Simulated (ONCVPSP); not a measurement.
## Tl: pseudopotential generation

System: thallium (Tl, Z = 81), core [Kr] 4d10 4f14, reference valence 5s2 5p6 5d10 6s2 6p1, valence charge 21.
Method: ONCV potential, LDA (Perdew-Zunger), scalar-relativistic, made with ONCVPSP 4.0.1.

### Summary

- outcome: generated
- cutoffs needed: 30 Ha and 35 Ha (the cutoffs at which the residual kinetic energy of the hardest occupied pseudo-wave falls to 1 and 0.1 mHa per electron)
- ghost test: no bound ghost flagged; no localised positive-energy state flagged
- configuration tests: 1 of 4 tests not solved
- rms error of d²Exc/dni dnj: 5.49 mHa without and 0.81 mHa with the model core
- largest excitation error among the tests solved: -12 meV (all-electron minus pseudo) for 5s2 5p6 5d10 6s1 6p0
- range over which the phases arctan(r R′/R) at the test radius agree within 0.05 rad (a looser test near the poles than one of phase shifts): s: up to about 5.0 Ha; p: over the whole range computed; d: over the whole range computed; f: from about -4.0 Ha upwards
- hardware: 1 CPU thread, shared host
- wall time: 4.2 s

### Notes

Warnings of the program, in the generation or the tests: psatom: WARNING lschvkbb convergence error n,l,iter= 3 1 4.

### Input file
```
# ATOM AND REFERENCE CONFIGURATION
# atsym  z   nc   nv     iexc    psfile
  Tl 81.00   10    5        3      upf
#
#   n    l    f
    1    0    2.00
    2    0    2.00
    2    1    6.00
    3    0    2.00
    3    1    6.00
    3    2   10.00
    4    0    2.00
    4    1    6.00
    4    2   10.00
    4    3   14.00
    5    0    2.00
    5    1    6.00
    5    2   10.00
    6    0    2.00
    6    1    1.00
#
# PSEUDOPOTENTIAL AND OPTIMIZATION
# lmax
    3
#
#   l,   rc,      ep,       ncon, nbas, qcut
    0    1.50    0.00    3    7    9.40
    1    1.75    0.00    3    7    6.50
    2    1.50    0.00    4    9    9.00
    3    1.50    0.15    5    9    7.90
#
# LOCAL POTENTIAL
# lloc, lpopt,  rc(5),   dvloc0
    3    5    1.50    0.00
#
# VANDERBILT-KLEINMAN-BYLANDER PROJECTORs
# l, nproj, debl
    0    2    2.20
    1    3    3.30
    2    3    3.40
    3    0    2.90
#
# MODEL CORE CHARGE
# icmod, fcfact, rcfact
    1    0.70    0.00
#
# LOG DERIVATIVE ANALYSIS
# epsh1, epsh2, depsh
   -6.00    5.00    0.04
#
# OUTPUT GRID
# rlmax, drl
    6.00    0.01
#
# TEST CONFIGURATIONS
# ncnf
    4
# nvcnf
#   n    l    f
    5
    5    0    2.00
    5    1    6.00
    5    2   10.00
    6    0    2.00
    6    1    0.00
#
    5
    5    0    2.00
    5    1    6.00
    5    2   10.00
    6    0    1.00
    6    1    0.00
#
    5
    5    0    2.00
    5    1    6.00
    5    2   10.00
    6    0    0.00
    6    1    0.00
#
    5
    5    0    2.00
    5    1    6.00
    5    2   10.00
    6    0    2.00
    6    1    0.50
#
```

Launched with:
```bash
oncvpsp.x < Tl.dat > Tl.out
```

### The program's output (extracts)
```
ONCVPSP  (Optimized Norm-Conservinng Vanderbilt PSeudopotential)
scalar-relativistic version 4.0.1

#   n    l    f        energy (Ha)
    1    0    2.00    -3.1446749E+03
    2    0    2.00    -5.5994997E+02
    2    1    6.00    -4.8171865E+02
    3    0    2.00    -1.3364232E+02
    3    1    6.00    -1.1113364E+02
    3    2   10.00    -8.7796191E+01
    4    0    2.00    -2.9800680E+01
    4    1    6.00    -2.2421774E+01
    4    2   10.00    -1.3777423E+01
    4    3   14.00    -4.2045085E+00
    5    0    2.00    -4.8251253E+00
    5    1    6.00    -2.8023677E+00
    5    2   10.00    -5.7397946E-01
    6    0    2.00    -3.6136485E-01
    6    1    1.00    -9.4841916E-02

Reference configufation results
  iterations    24
  all-electron total energy (Ha)   -2.02349798D+04

Begin loop to  construct optimized pseudo wave functions
and semi-local pseudopoentials for all angular momenta

Calculating optimized projector #   1

 for l=   0

    Fraction of norm inside rc  0.972234
    Optimizing pswf for qcut=   9.41 a_B^-1,  ecut=  44.28 Ha
    Residual kinetic energy error=  4.95D-07 Ha

    Energy error per electron        Cutoff
         Ha          eV             Ha
         0.01000     0.27211       23.59
         0.00100     0.02721       29.86
         0.00010     0.00272       34.97
         0.00001     0.00027       38.88

Calculating optimized projector #   2

 for l=   0

    Fraction of norm inside rc  0.097955
    Optimizing pswf for qcut=   9.41 a_B^-1,  ecut=  44.28 Ha
    Residual kinetic energy error=  3.12D-07 Ha

    Energy error per electron        Cutoff
         Ha          eV             Ha
         0.01000     0.27211       20.48
         0.00100     0.02721       28.20
         0.00010     0.00272       34.12
         0.00001     0.00027       38.56

   Wellstate for l =  1  n =  8
     eigenvalue =   3.2052
     asymptotic potential =   3.7052
     half-point radius =  3.6064

Calculating optimized projector #   1

 for l=   1

    Fraction of norm inside rc  0.969773
    Optimizing pswf for qcut=   6.50 a_B^-1,  ecut=  21.13 Ha
    Residual kinetic energy error=  1.50D-05 Ha

    Energy error per electron        Cutoff
         Ha          eV             Ha
         0.01000     0.27211       13.56
         0.00100     0.02721       16.65
         0.00010     0.00272       19.20
         0.00001     0.00027       23.92

Calculating optimized projector #   2

 for l=   1

    Fraction of norm inside rc  0.045098
    Optimizing pswf for qcut=   6.50 a_B^-1,  ecut=  21.13 Ha
    Residual kinetic energy error=  1.89D-06 Ha

    Energy error per electron        Cutoff
         Ha          eV             Ha
         0.01000     0.27211        9.90
         0.00100     0.02721       13.72
         0.00010     0.00272       16.78
         0.00001     0.00027       19.36

Calculating optimized projector #   3

 for l=   1

    Fraction of norm inside rc  0.108053
    Optimizing pswf for qcut=   6.50 a_B^-1,  ecut=  21.13 Ha
    Residual kinetic energy error=  4.05D-05 Ha

    Energy error per electron        Cutoff
         Ha          eV             Ha
         0.01000     0.27211       12.92
         0.00100     0.02721       16.30
         0.00010     0.00272       19.60
         0.00001     0.00027       41.05

   Wellstate for l =  2  n =  7
     eigenvalue =   2.8260
     asymptotic potential =   3.3260
     half-point radius =  3.1773

   Wellstate for l =  2  n =  8
     eigenvalue =   6.2260
     asymptotic potential =   6.7260
     half-point radius =  2.9307

Calculating optimized projector #   1

 for l=   2

    Fraction of norm inside rc  0.645970
    Optimizing pswf for qcut=   8.99 a_B^-1,  ecut=  40.43 Ha
    Residual kinetic energy error=  2.16D-07 Ha

    Energy error per electron        Cutoff
         Ha          eV             Ha
         0.01000     0.27211       19.01
         0.00100     0.02721       24.26
         0.00010     0.00272       28.45
         0.00001     0.00027       32.24

Calculating optimized projector #   2

 for l=   2

    Fraction of norm inside rc  0.078651
    Optimizing pswf for qcut=   8.99 a_B^-1,  ecut=  40.43 Ha
    Residual kinetic energy error=  1.90D-06 Ha

    Energy error per electron        Cutoff
         Ha          eV             Ha
         0.01000     0.27211       18.73
         0.00100     0.02721       23.95
         0.00010     0.00272       28.15
         0.00001     0.00027       31.49

Calculating optimized projector #   3

 for l=   2

    Fraction of norm inside rc  0.083145
    Optimizing pswf for qcut=   8.99 a_B^-1,  ecut=  40.43 Ha
    Residual kinetic energy error=  1.43D-05 Ha

    Energy error per electron        Cutoff
         Ha          eV             Ha
         0.01000     0.27211       21.21
         0.00100     0.02721       26.68
         0.00010     0.00272       30.73
         0.00001     0.00027       42.68

   Wellstate for l =  3  n =  5
     eigenvalue =   0.1500
     asymptotic potential =   0.6500
     half-point radius = 16.8815

Calculating optimized projector #   1

 for l=   3

    Fraction of norm inside rc  0.000161
    Optimizing pswf for qcut=   7.90 a_B^-1,  ecut=  31.23 Ha
    Residual kinetic energy error=  6.62D-07 Ha

    Energy error per electron        Cutoff
         Ha          eV             Ha
         0.01000     0.27211        0.40
         0.00100     0.02721        1.56
         0.00010     0.00272        7.68
         0.00001     0.00027       18.70

Construct Vanderbilt / Kleinmman-Bylander projectors

B matrix Hermiticity error, ll=   0
   1   2    9.8232E-04

  Orthonormal projector coefficients  2.3289E+01 -8.1784E+00

B matrix Hermiticity error, ll=   1
   1   2    3.1402E-04
   1   3    9.6463E-04
   2   3   -1.5208E-04

  Orthonormal projector coefficients  1.6034E+01  2.2691E+00 -1.1705E+00

B matrix Hermiticity error, ll=   2
   1   2   -5.2202E-04
   1   3    8.7478E-04
   2   3    2.9595E-04

  Orthonormal projector coefficients  7.9261E+00  2.1110E+00 -5.4807E-01

Model core correction analysis
  based on d2Exc/dn_idn_j

d2excae - all-electron derivatives

   -2.739197D-02   -2.406750D-02   -1.425119D-02   -1.985247D-03
   -7.774337D-04
   -2.406736D-02   -2.347435D-02   -1.638127D-02   -2.411298D-03
   -7.413182D-04
   -1.425067D-02   -1.638091D-02   -1.505473D-02   -3.371099D-03
   -6.924292D-04
   -1.984893D-03   -2.411108D-03   -3.371338D-03   -1.803245D-03
   -3.398488D-04
   -7.773625D-04   -7.412500D-04   -6.923780D-04   -3.397848D-04
   -7.838477D-05

d2excps - pseudofunction derivatives with no core correction

   -4.559979D-02   -3.599298D-02   -1.853681D-02   -3.725510D-03
   -1.377449D-03
   -3.599377D-02   -3.158321D-02   -1.968341D-02   -3.520500D-03
   -1.138896D-03
   -1.853728D-02   -1.968379D-02   -1.700744D-02   -3.693014D-03
   -8.185502D-04
   -3.725753D-03   -3.520552D-03   -3.692640D-03   -1.984657D-03
   -3.986195D-04
   -1.377528D-03   -1.138920D-03   -8.184870D-04   -3.986235D-04
   -9.905744D-05

rms 2nd derivative error    5.491586E-03

Polynomial model core charge

d2excps - pseudofunction derivatives with core correction

   -2.449766D-02   -2.235150D-02   -1.412592D-02   -1.827722D-03
   -7.044608D-04
   -2.235133D-02   -2.212735D-02   -1.627055D-02   -2.363512D-03
   -6.966202D-04
   -1.412537D-02   -1.627016D-02   -1.546928D-02   -3.363528D-03
   -6.788527D-04
   -1.827362D-03   -2.363320D-03   -3.363767D-03   -1.791928D-03
   -3.365030D-04
   -7.043859D-04   -6.965504D-04   -6.788017D-04   -3.364392D-04
   -7.668251D-05

rms 2nd derivative error    8.093963E-04

Pseudoatom total energy -175.316332

Diagnostic tests using Vanderbilt-Kleinman-Bylander pseudopotentials
  1 or more projectors used as specified by nproj input data

   l    rcore       rmatch      e in        delta e   norm test  slope test

   0   1.5000268   1.5455709  -4.8251253  -0.0000037   1.0006227   1.0005950
   0   1.5000268   1.5455709  -0.3613649   0.0000093   1.0000267   1.0000064

   1   1.7524536   1.8056618  -2.8023677  -0.0000083   1.0002612   1.0002492
   1   1.7524536   1.8056618  -0.0948419   0.0000066   1.0000759   1.0000308
   1   1.7524536   1.8056618   3.2051581   0.0000681   1.0003775   1.0003775

   2   1.5000268   1.5455709  -0.5739795  -0.0000067   1.0001591   1.0001739
   2   1.5000268   1.5455709   2.8260205   0.0000664   1.0004991   1.0004991
   2   1.5000268   1.5455709   6.2260205   0.0003350   1.0005577   1.0005577

   3   1.5000268   1.5455709   0.1500000   0.0000189   1.0000024   1.0000024

 Testing for bound ghosts
   n   l    E NL Schr. Eq   E Basis Diag.   E Cutoff

   1   0       -4.825129       -4.709091     84.99
   2   0       -0.361356       -0.310951     84.99

   2   1       -2.802376       -2.780819     99.43
   3   1       -0.094835       -0.022940     99.43

   3   2       -0.573986       -0.572352    246.33

 Testing for highly-localized positive-energy ghosts
       l    <radius>/rc     E Basis Diag.   E Cutoff

Test configuration 0

   n   l     f        eae           eps        diff
   1   0  2.0000-3144.67494571
   2   0  2.0000 -559.94997414
   2   1  6.0000 -481.71864736
   3   0  2.0000 -133.64232200
   3   1  6.0000 -111.13363671
   3   2 10.0000  -87.79619124
   4   0  2.0000  -29.80067998
   4   1  6.0000  -22.42177446
   4   2 10.0000  -13.77742259
   4   3 14.0000   -4.20450851
   5   0  2.0000   -4.82512529   -4.82512900   -3.71D-06
   5   1  6.0000   -2.80236773   -2.80237605   -8.32D-06
   5   2 10.0000   -0.57397946   -0.57398615   -6.69D-06
   6   0  2.0000   -0.36136485   -0.36135555    9.30D-06
   6   1  1.0000   -0.09484192   -0.09483533    6.59D-06

    Total energies and differences
      AE_ref= -2.02349798D+04  AE_tst= -2.02349798D+04  dif=  0.00D+00
      PS_ref= -1.75316332D+02  PS_tst= -1.75316332D+02  dif= -7.39D-13
      PSP excitation error=  7.39D-13

Test configuration 1

   n   l     f        eae           eps        diff
   1   0  2.0000-3144.94707235
   2   0  2.0000 -560.22109389
   2   1  6.0000 -481.98985717
   3   0  2.0000 -133.91336728
   3   1  6.0000 -111.40469352
   3   2 10.0000  -88.06718049
   4   0  2.0000  -30.07172641
   4   1  6.0000  -22.69282266
   4   2 10.0000  -14.04845064
   4   3 14.0000   -4.47553582
   5   0  2.0000   -5.09629371   -5.09661328   -3.20D-04
   5   1  6.0000   -3.07382845   -3.07399988   -1.71D-04
   5   2 10.0000   -0.84438301   -0.84438339   -3.80D-07
   6   0  2.0000   -0.61340701   -0.61340719   -1.77D-07

    Total energies and differences
      AE_ref= -2.02349798D+04  AE_tst= -2.02347811D+04  dif=  1.99D-01
      PS_ref= -1.75316332D+02  PS_tst= -1.75117453D+02  dif=  1.99D-01
      PSP excitation error= -8.71D-05

Test configuration 2

   n   l     f        eae           eps        diff
   1   0  2.0000-3145.34233425
   2   0  2.0000 -560.61300682
   2   1  6.0000 -482.38185872
   3   0  2.0000 -134.30555560
   3   1  6.0000 -111.79688352
   3   2 10.0000  -88.45913226
   4   0  2.0000  -30.46401504
   4   1  6.0000  -23.08507290
   4   2 10.0000  -14.44057956
   4   3 14.0000   -4.86759973
   5   0  2.0000   -5.48777048   -5.48945409   -1.68D-03
   5   1  6.0000   -3.46514475   -3.46589197   -7.47D-04
   5   2 10.0000   -1.22799274   -1.22791492    7.78D-05
   6   0  1.0000   -0.94901186   -0.94916988   -1.58D-04

    Total energies and differences
      AE_ref= -2.02349798D+04  AE_tst= -2.02340020D+04  dif=  9.78D-01
      PS_ref= -1.75316332D+02  PS_tst= -1.74338059D+02  dif=  9.78D-01
      PSP excitation error= -4.25D-04

Test configuration 3

psatom: WARNING lschvkbb convergence error n,l,iter=   3   1   4
ea(ii),et,emin,emax -1.025143E-01 -1.127658E-01 -1.127658E-01 -1.127658E-01
run_config: WARNING for fully non-local PS atom, stg. 1
 WARNING no output for configuration 4

Test configuration 4

   n   l     f        eae           eps        diff
   1   0  2.0000-3144.80245409
   2   0  2.0000 -560.07711192
   2   1  6.0000 -481.84581938
   3   0  2.0000 -133.76944113
   3   1  6.0000 -111.26076041
   3   2 10.0000  -87.92328825
   4   0  2.0000  -29.92780921
   4   1  6.0000  -22.54890587
   4   2 10.0000  -13.90454808
   4   3 14.0000   -4.33163722
   5   0  2.0000   -4.95235170   -4.95246529   -1.14D-04
   5   1  6.0000   -2.92973427   -2.92979882   -6.45D-05
   5   2 10.0000   -0.70102137   -0.70102487   -3.50D-06
   6   0  2.0000   -0.48089425   -0.48088619    8.06D-06
   6   1  0.5000   -0.19703544   -0.19702702    8.42D-06

    Total energies and differences
      AE_ref= -2.02349798D+04  AE_tst= -2.02349075D+04  dif=  7.24D-02
      PS_ref= -1.75316332D+02  PS_tst= -1.75243942D+02  dif=  7.24D-02
      PSP excitation error= -3.06D-05
```

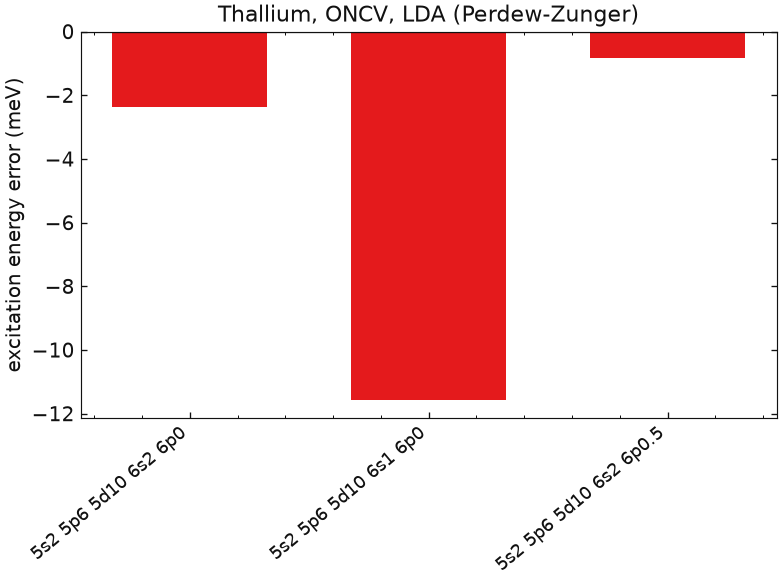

Errors, all-electron minus pseudo, of the energies of valence configurations relative to the unpolarised reference 5s2 5p6 5d10 6s2 6p1. Not all tests gave a result: 1 of 4 tests not solved.

- Worst configuration: 5s2 5p6 5d10 6s1 6p0 (charge +2): the error is -12 meV on an all-electron energy of +26.61 eV relative to the reference, or 0.043 %.
- Configurations within 10 meV and within 50 meV: 2 and 3 of 3.
- Errors in meV: 5s2 5p6 5d10 6s2 6p0: -2.4; 5s2 5p6 5d10 6s1 6p0: -12; 5s2 5p6 5d10 6s2 6p0.5: -0.8.

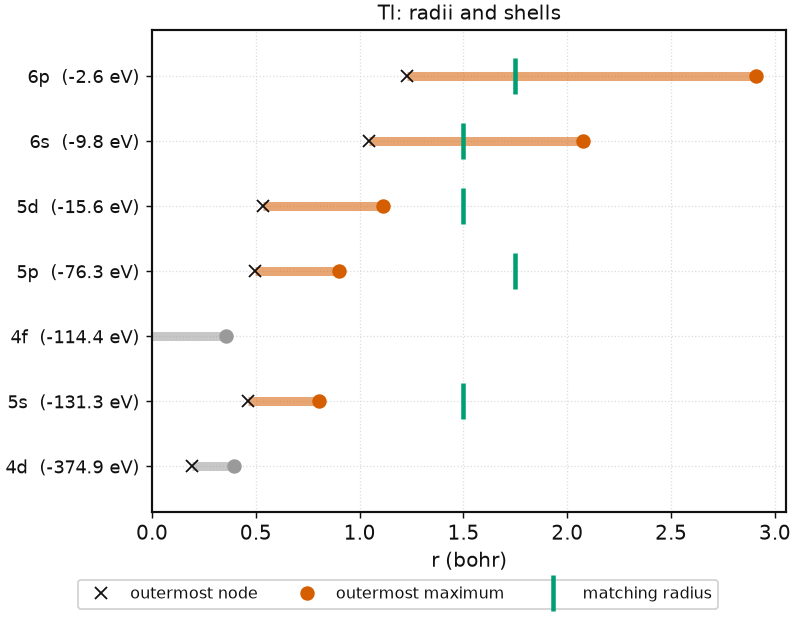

Outer shells of the all-electron reference atom: each bar runs from the outermost node (or the nucleus) to the outermost maximum of u(r); the tick is the radius chosen for the pseudo-wave. Shells without a tick have no pseudo-wave of their own. Levels, nodes and maxima are from ld1.x, scalar-relativistic.

- Radii against the shells: 5s: 1.50 bohr, outside the maximum; 5p: 1.75 bohr, outside the maximum; 5d: 1.50 bohr, outside the maximum; 6s: 1.50 bohr, between node and maximum; 6p: 1.75 bohr, between node and maximum.

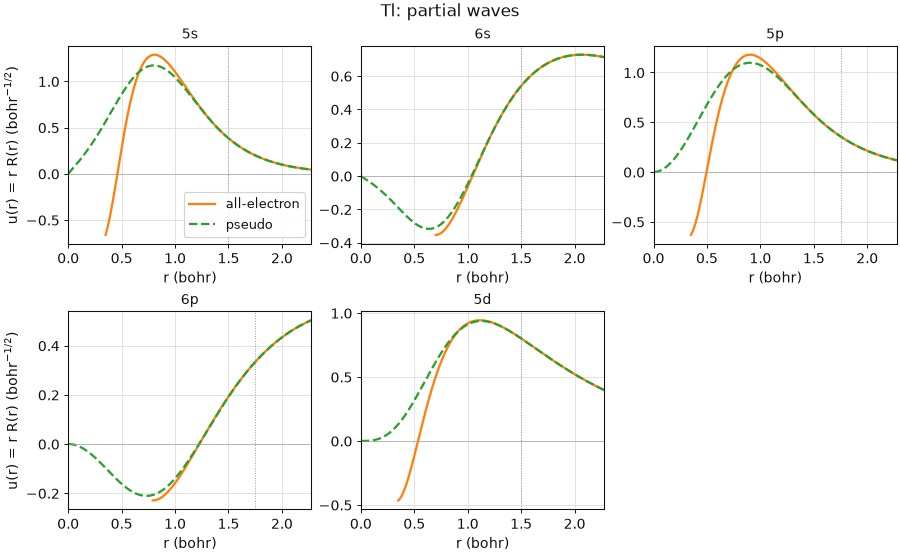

Partial waves u(r) = r R(r), all-electron (solid) and pseudo (dashed). Dotted lines mark the matching radii. The innermost oscillations of some all-electron curves aren't drawn. Pseudo-waves: 5s has no node; 6s has a node at about 1.0 bohr; 5p has no node; 6p has a node at about 1.2 bohr; 5d has no node. A node in 6s and 6p is expected, since a lower shell of the same l is also in the valence and the two must stay orthogonal.

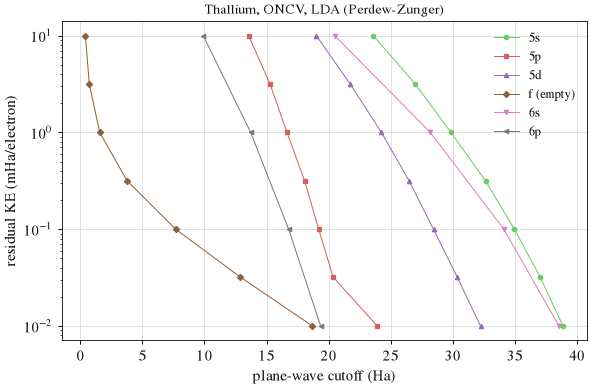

Residual kinetic energy of the pseudo-waves (the first of each channel, and further valence shells) beyond the plane-wave cutoff, as the generator prints it.

- Cutoffs for 1 mHa per electron: 5s: 30 Ha; 6s: 28 Ha; 5d: 24 Ha; 5p: 17 Ha; 6p: 14 Ha; f (empty): 1.6 Ha.
- Cutoffs for the occupied states: 30 Ha for 1 mHa and 35 Ha for 0.1 mHa per electron. The first is set by 5s.

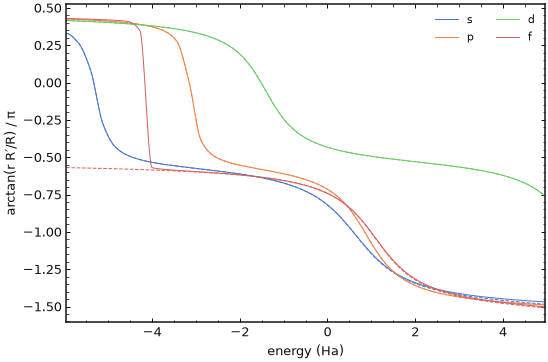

Unwrapped phase arctan(r R′/R) in units of π against energy, all-electron (solid) and pseudo (dashed); the pseudo phase is matched to the all-electron one at the reference energy. Here R(r) is the radial function. A near-vertical step is a level narrower than the spacing of the points behind the curves.

- First channel to depart above its reference energy: the s channel: its phase error passes 0.05 rad 5.3 Ha above its reference energy, while p stays within 0.05 rad to the top of the range.
- Range over which the phases agree within 0.05 rad: s: up to about 5.0 Ha; p: over the whole range drawn; d: over the whole range drawn; f: from about -4.0 Ha upwards.
